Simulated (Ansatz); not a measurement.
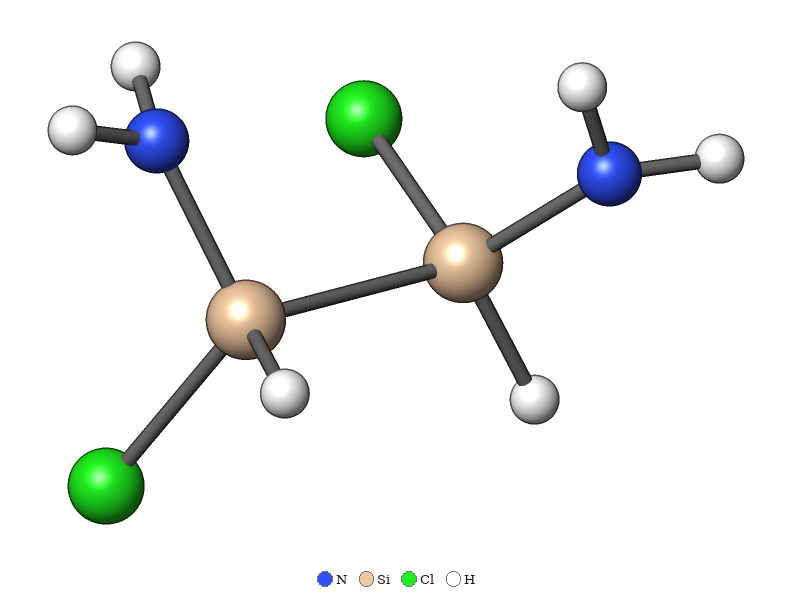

Source: calculation with Ansatz.

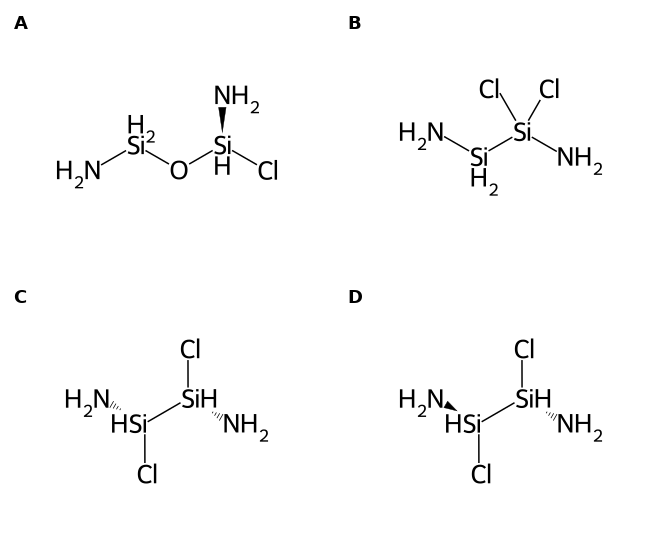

The first picture shows one of the molecules drawn in the second. Which?

D, `N[Si@H](Cl)[Si@@H](N)Cl`.
